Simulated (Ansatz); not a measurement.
# Sensitivity of the G0W0 gap of InSe (P-6m2)

Aim: change settings of a G0W0 run on InSe (P-6m2) and see what moves.

Calculated with Ansatz 0.2.0; G0W0 on LDA, plane waves, PAW.

### 1. The structure

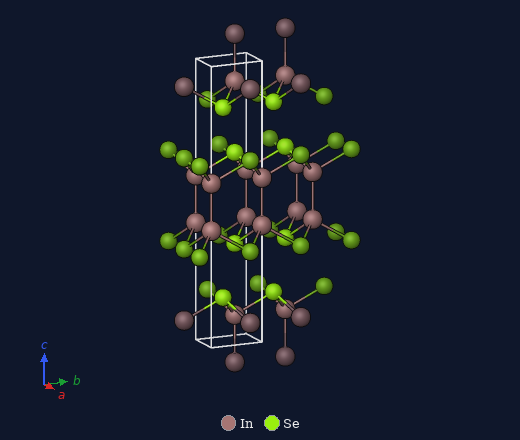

Start, viewed slightly off an axis; indium brown, selenium green. 1×2×1 cells are drawn. Some periodic images of atoms are drawn too.

The structure was relaxed with LDA. The runs that relaxed it are not among those shown. The default PAW set here is soft_2. Its files were made with PBE.

### 2. The base run: 6×6×2 mesh, 389 empty bands, screening to 84 eV, plasmon pole

Now the one-shot GW correction: screening in the RPA, then the self-energy of the levels asked for.

input.yaml

```yaml
crystal:
  lattice:
    - [3.9748709455, 0.0, 0.0]
    - [-1.9874354728, 3.4423392156, 0.0]
    - [0.0, 0.0, 16.2636494814]
  atoms:
    - { symbol: In, position: [0.0, 0.0, 0.5842950809] }
    - { symbol: In, position: [0.0, 0.0, 0.4157049191] }
    - { symbol: In, position: [0.3333333333, 0.6666666667, 0.9156997426] }
    - { symbol: In, position: [0.3333333333, 0.6666666667, 0.0843002574] }
    - { symbol: Se, position: [0.6666666667, 0.3333333333, 0.8378264049] }
    - { symbol: Se, position: [0.6666666667, 0.3333333333, 0.1621735951] }
    - { symbol: Se, position: [0.3333333333, 0.6666666667, 0.6621026916] }
    - { symbol: Se, position: [0.3333333333, 0.6666666667, 0.3378973084] }
kpoints:
  mp_grid: { grid: [6, 6, 2] }
hamiltonian:
  xc: lda
scf:
  occupations: { method: fixed }
gw:
  n_empty_bands: 389
  ecut_chi: 84
  qp_bands: [v2, c2]
  qp_kpoints: band_edges
  screening: { model: godby_needs }
```

Started as:

```console
$ ansatz run input.yaml --threads 3 --pin off --max-ram 92160MiB --backend cuda --events-out ev --progress --plain --runs-dir out --devices 1 --max-vram 13GiB
```

Numbers of over 12 decimals in the logs are rounded to 6 here.

The log of the run:

```text
GPUs: using 1 of 1 available (devices: 1).
Engine: ansatz 0.2.0, x86_64-unknown-linux-gnu
Pseudopotentials: kind: paw
Pseudopotential: In, paw, valence charge 13, recommended cutoff 420 eV (normal), In.paw.azcp
Pseudopotential: Se, paw, valence charge 16, recommended cutoff 420 eV (normal), Se.paw.azcp
Functional definition: SPW92
  exchange = slater_x
  correlation = pw_c
device memory: the entry about to start is reckoned to put 4.3 GiB on a device that reports 36.4 GiB free (of which the cap on the GPU budget leaves the run 13.0 GiB)
GPU FFT provider: cuFFT
GPU libraries: cuBLAS 13.8.2, cuFFT 12.4.0, cuSOLVER 12.3.4
Crystal: 8 atoms, lattice volume = 222.533 Å³
Basis set: ecut = 420 eV, 4387 PW (Γ)
Bands: 70, of which v1, the nominal top of the filled ones, is band 58 counted from 1 (57 counted from 0)
Symmetry: 12 space group operations
Space group: P-6m2 (ITA 187), of the structure as read, at distance tolerance 6.1e-5 Å
k-points: 14 of 72 (time reversal used)
Non-local potential: In, projectors of the file, l = 0: 2, l = 1: 2, l = 2: 2, l = 3: 2
Non-local potential: Se, projectors of the file, l = 0: 2, l = 1: 2, l = 2: 3, l = 3: 1
PAW form: soft (Blöchl's): semilocal exchange-correlation on the pseudo side does not see the compensation charge
PAW frozen core: In, regenerated for the run's functional, and the local potential with it (the file was generated under x = pbe(κ = 0.804, μ = 0.219515), c = pbe(β = 0.066725))
PAW frozen core: Se, regenerated for the run's functional, and the local potential with it (the file was generated under x = pbe(κ = 0.804, μ = 0.219515), c = pbe(β = 0.066725))
PAW one-centre angular grid: In, 590 points (default); XC on 64 Gauss nodes
PAW one-centre angular grid: Se, 590 points (default); XC on 64 Gauss nodes
Initial density: superposition of atomic densities (neutral atoms: chi_scale 0, normalization atom), corrected by the library's trained network
Initial wavefunctions: pseudopotential atomic-orbital guess
GPU buffer pool allocated for 87480 grid points (all kernels)
GPU transforms: local potential and band sums: pruned to the plane-wave sphere, on 25×27×120
Functional: x = slater, c = lda
SCF iter   1: F=—  HF=-43365.519850 eV  |F-HF|=—  |Δ(HF+E_count)|=         —  Δρ=6.88e-3  dr2=1.11e-1  ethr=1.77e-3  ⟨swp⟩=5.0  Hψ=3313  notcnv=0  defer=135
preconditioner: auto → Resta (q_TF=auto, 2.448 Å⁻¹)  ε∞=3.4  [insulator: Δε(μ)=0.149 eV  Ē_g=13.932 eV  n_scr=66 (ndim 8)  ℏωp=21.7 eV  f_vac=0.064  ε∞_Penn≈3.4]
SCF iter   2: F=—  HF=-43365.491623 eV  |F-HF|=—  |Δ(HF+E_count)|=   2.82e-2  Δρ=2.86e-3  dr2=1.00e-2  ethr=9.59e-5  ⟨swp⟩=3.1  Hψ=1698  notcnv=0  defer=139
SCF iter   3: F=—  HF=-43365.489426 eV  |F-HF|=—  |Δ(HF+E_count)|=   2.20e-3  Δρ=9.15e-4  dr2=1.41e-3  ethr=8.63e-6  ⟨swp⟩=2.0  Hψ=1436  notcnv=0  defer=140
[...]
E_vxc        = -798.800739  (∫ρ·V_xc dr)
  E_paw        = -23370.260455  (= ΣΔE_a)
  E_vpaw       = -360.510407  (= ΣTr[D̂ρ^β])
  E_aug_tail   = -0.002296  (compensation charges beyond the density's cutoff)
  E_ewald      = -10968.132557
  E_core_change = 10.007595  (= ΣΔE_core)
  E_smearing   = -0.000000  (= −TS)
  E_closure    = 0.000000  (closes the sum)
  Σ components = -43365.489245   (vs F -43365.489245, Δ=0.00e0)
--- Band table (eV; the first three rows and the last of 14) ---
  k-point 0: bands = [... 54 lower, 6.4115, 6.5011, 6.5011, 7.7156, 7.8869, 9.4134, 9.6113, 9.6843, ... 8 higher]
  k-point 1: bands = [... 54 lower, 6.4669, 6.4669, 6.6103, 6.6580, 8.8028, 8.9060, 9.6688, 9.6972, ... 8 higher]
  k-point 2: bands = [... 54 lower, 6.1196, 6.2528, 6.4411, 7.4406, 9.2184, 9.7717, 10.2098, 10.3595, ... 8 higher]
  k-point 13: bands = [... 54 lower, 5.0572, 5.4397, 5.6484, 6.0677, 9.0641, 9.4091, 9.9001, 10.2316, ... 8 higher]
--- G₀W₀: ω_p = 26.8095 eV, 72 q-points, 389 empty bands' worth ---
  eigenvalues of the whole cell's RPA ε∞ on this k-mesh (on a slab, of 1 + 4πα/V) = 9.2830, 9.2830, 304.9388; static W/v taken at q = 0 is 0.004519
  GN-PPA: 4398228/10877677 pairs with Re ω̃² < 0 across q-mesh
  bands read: the sum over 447 bands ends inside a degenerate multiplet in 1 slot, whose members it reads at an even weight; the widest, k=0: bands 447 to 448 (counted from 1) at 1/2 each
  gw.qp_kpoints: band_edges: 11 of 14 stored k-points solved, in 1 pass; an edge of the gap read off the rows below is read off those points alone
    valence top: of the k-points left out ik 9 came nearest to being solved in a further pass, in band 57 (counted from 1, as in the quasiparticle table): it holds the edge there only if its correction is more favourable than any solved in that band by at least 0.856 eV; those differ by 0.276 eV
    conduction bottom: of the k-points left out ik 11 came nearest to being solved in a further pass, in band 59 (counted from 1, as in the quasiparticle table): it holds the edge there only if its correction is more favourable than any solved in that band by at least 0.974 eV; those differ by 0.502 eV
    ik  band        ε_KS         Σx   Σc(E_QP)       V_xc       Z   E_QP_lin       E_QP  E_QP is
     0    57      6.5011   -18.2137     1.8160   -16.2685  0.7815     6.3719     6.3720  root
     0    58      7.7156   -16.3679     1.0331   -15.2520  0.7870     7.6328     7.6328  root
     0    59      7.8869   -10.6780    -3.1862   -14.5339  0.8023     8.5588     8.5567  root
     0    60      9.4134   -10.9689    -3.5484   -15.1684  0.7920    10.0669    10.0645  root
     1    57      6.6103   -15.3292     0.8898   -14.4418  0.7878     6.6126     6.6126  root
     1    58      6.6580   -15.3560     0.8925   -14.4518  0.7878     6.6463     6.6463  root
     1    59      8.8028   -11.3698    -2.9842   -14.8958  0.7968     9.3459     9.3445  root
     1    60      8.9060   -11.4833    -2.9915   -15.0113  0.7963     9.4439     9.4426  root
[...]
13    57      5.6484   -15.0796     1.4427   -13.3649  0.7900     5.3730     5.3764  root
    13    58      6.0677   -16.1555     1.5936   -14.3325  0.7845     5.8380     5.8383  root
    13    59      9.0641    -7.3957    -3.5246   -11.2195  0.8058     9.3638     9.3633  root
    13    60      9.4091    -7.5732    -3.5140   -11.3546  0.8032     9.6768     9.6764  root
[key lines of the parts left out:]
SCF converged after 8 iterations
Free energy (F): -43365.489245 eV
Fermi energy:    7.715558 eV
```

It took 72 s on 1 × NVIDIA H100 80GB HBM3 (shared by 6 runs) with 3 threads of AMD EPYC 7R13 (Zen 3), shared host; peak memory 2.9 GiB.

Reading the cycles: dr2 is the Hartree energy of the density residual (eV), the measure of convergence; HF is the Harris–Foulkes estimate of the energy, which meets the free energy F at convergence.

Numbers from this step:

- bands summed: 447
- plasmon-pole fit frequency: 26.81 eV
- RPA ε∞ on this mesh (eigenvalues): 9.283, 9.283, 304.9
- plane waves in the screening matrix: 355
- q-points in the mesh: 72
- G0W0 gap on the mesh: 0.9239 eV
- k of the valence top: 0, 0, 0
- k of the conduction bottom: 0, 0, 0
- starting gap on the mesh: 0.1714 eV
- Z at the valence top: 0.7870
- Z at the conduction bottom: 0.8023
- least direct G0W0 gap on the computed points: 0.9239 eV

The gap on the mesh goes from 0.17 eV to 0.92 eV, a correction of +0.75 eV. Between the two edge states, bare exchange in place of the xc potential would open the gap by 4.97 eV, and correlation takes back 4.22 eV.

### 3. Variant: plasmon pole at a typed frequency

Edit input.yaml of step 2 so:

```diff
@@ -21,4 +21,4 @@
 gw:
-  n_empty_bands: 389
-  ecut_chi: 84
+  n_empty_bands: 505
+  ecut_chi: 100
   qp_bands: [v2, c2]
@@ -26 +26,2 @@
   screening: { model: godby_needs }
+  plasmon_pole_fit_frequency: 25
```

The log of the run:

```text
GPUs: using 1 of 1 available (devices: 1).
[...]
GPU FFT provider: cuFFT
GPU libraries: cuBLAS 13.8.2, cuFFT 12.4.0, cuSOLVER 12.3.4
Crystal: 8 atoms, lattice volume = 222.533 Å³
Basis set: ecut = 420 eV, 4387 PW (Γ)
Bands: 70, of which v1, the nominal top of the filled ones, is band 58 counted from 1 (57 counted from 0)
[... 1 set-up line as in the run before ...]
[...]
k-points: 14 of 72 (time reversal used)
[...]
GPU buffer pool allocated for 87480 grid points (all kernels)
[...]
SCF iter   1: F=—  HF=-43365.519850 eV  |F-HF|=—  |Δ(HF+E_count)|=         —  Δρ=6.88e-3  dr2=1.11e-1  ethr=1.77e-3  ⟨swp⟩=5.0  Hψ=3313  notcnv=0  defer=135
[...]
SCF iter   8: F=-43365.489245 eV  HF=-43365.489245 eV  |F-HF|=6.02e-9  |Δ(HF+E_count)|=   1.31e-8  Δρ=1.71e-6  dr2=1.20e-8  ethr=8.62e-11  ⟨swp⟩=10.2  Hψ=3691  notcnv=0
SCF 1 converged in 8 iterations: F = -43365.489245 eV  dr2 = 1.20e-8
[...]
NSCF: frozen V_eff on 14 k-points
[...]
G₀W₀ screening: q 1/14
[... further progress lines ...]
SCF converged after 8 iterations
Free energy (F): -43365.489245 eV
[...]
Internal energy: -43365.489245 eV  (E = F + TS)
E sigma→0 (E₀):  -43365.489245 eV
Fermi energy:    7.715558 eV
[...]
--- Band table (eV; the first three rows and the last of 14) ---
  k-point 0: bands = [... 54 lower, 6.4115, 6.5011, 6.5011, 7.7156, 7.8869, 9.4134, 9.6113, 9.6843, ... 8 higher]
  k-point 1: bands = [... 54 lower, 6.4669, 6.4669, 6.6103, 6.6580, 8.8028, 8.9060, 9.6688, 9.6972, ... 8 higher]
  k-point 2: bands = [... 54 lower, 6.1196, 6.2528, 6.4411, 7.4406, 9.2184, 9.7717, 10.2098, 10.3595, ... 8 higher]
  k-point 13: bands = [... 54 lower, 5.0572, 5.4397, 5.6484, 6.0677, 9.0641, 9.4091, 9.9001, 10.2316, ... 8 higher]
--- G₀W₀: ω_p = 25.0000 eV, 72 q-points, 505 empty bands' worth ---
[...]
GN-PPA: 7283862/18362239 pairs with Re ω̃² < 0 across q-mesh
[...]
0    57      6.5011   -18.2137     1.7408   -16.2685  0.7782     6.2965     6.2968  root
     0    58      7.7156   -16.3679     0.9574   -15.2520  0.7838     7.5569     7.5571  root
     0    59      7.8869   -10.6780    -3.2478   -14.5339  0.7999     8.4969     8.4951  root
     0    60      9.4134   -10.9689    -3.6203   -15.1684  0.7891     9.9946     9.9925  root
     1    57      6.6103   -15.3292     0.8278   -14.4418  0.7846     6.5506     6.5506  root
     1    58      6.6580   -15.3560     0.8296   -14.4518  0.7847     6.5834     6.5834  root
     1    59      8.8028   -11.3698    -3.0541   -14.8958  0.7940     9.2757     9.2746  root
     1    60      8.9060   -11.4833    -3.0632   -15.0113  0.7935     9.3718     9.3708  root
[...]
13    57      5.6484   -15.0796     1.3923   -13.3649  0.7854     5.3253     5.3260  root
    13    58      6.0677   -16.1555     1.5316   -14.3325  0.7815     5.7758     5.7763  root
    13    59      9.0641    -7.3957    -3.5600   -11.2195  0.8032     9.3283     9.3279  root
    13    60      9.4091    -7.5732    -3.5520   -11.3546  0.8005     9.6387     9.6384  root
```

Wall time 96 s (1 × NVIDIA H100 80GB HBM3 (shared by 6 runs) with 3 threads); peak memory 3.7 GiB.

The G0W0 gap on the mesh is 0.938 eV.

Against the base:

| setting | base | variant |
| --- | --- | --- |
| empty bands | 389 | 505 |
| screening cutoff (eV) | 84 | 100 |
| plasmon pole fit frequency | - | 25 |

| quantity | variant | base |
| --- | --- | --- |
| starting gap on the mesh | 0.171 | 0.171 |
| G0W0 gap on the mesh | 0.938 | 0.924 |
| least direct G0W0 gap on the computed points | 0.938 | 0.924 |
| Z at the valence top | 0.784 | 0.787 |
| Z at the conduction bottom | 0.800 | 0.802 |

### 4. Results

```yaml
base: 0.92 eV, 72 s
plasmon_pole_at_a_typed_frequency: 0.94 eV, 96 s
```

**Reading.** Plasmon pole at a typed frequency: the gap moves by +0.01 eV. The variant differs from the base in empty bands, screening cutoff and plasmon pole fit frequency together, so the change can't be laid to one of them. All runs here use a coarse mesh and modest cutoffs; they test settings and are not final values. The 6×6×2 mesh is coarse for this cell (its supercell is 24 Å along the shortest edge). The RPA ε∞ on it, from the LDA start, is 9.28 and 304.94; such meshes misread the long-range screening, most where the gap is narrow. On this mesh the RPA ε∞ passes 90, more than nearly any semiconductor shows; a coarse mesh does this where one point with a narrow direct gap carries much weight. The screening is then too strong, and the G0W0 gap should not be taken as the material's. The many-body steps are scalar-relativistic: spin-orbit coupling is not in them.

[Paths, hosts, dates, memory and timing lines, banners, echoed tables and standing remarks are left out of the program output.]

[Logs are printed without paths, hosts, clocks, repeated set-up lines and the standing remarks that a program may print on its own settings, such as how far it seeks lower states.]

[Runs of the session that timed out or met a known fault of the program may be left out.]

[Cells called generated may have been cut or substituted from an entry of the Crystallography Open Database or the Materials Project.]

[Hosts, paths, dates, database ids (printed as entryN), source tags and the programs' standing remarks are cut or masked in the printed files.]
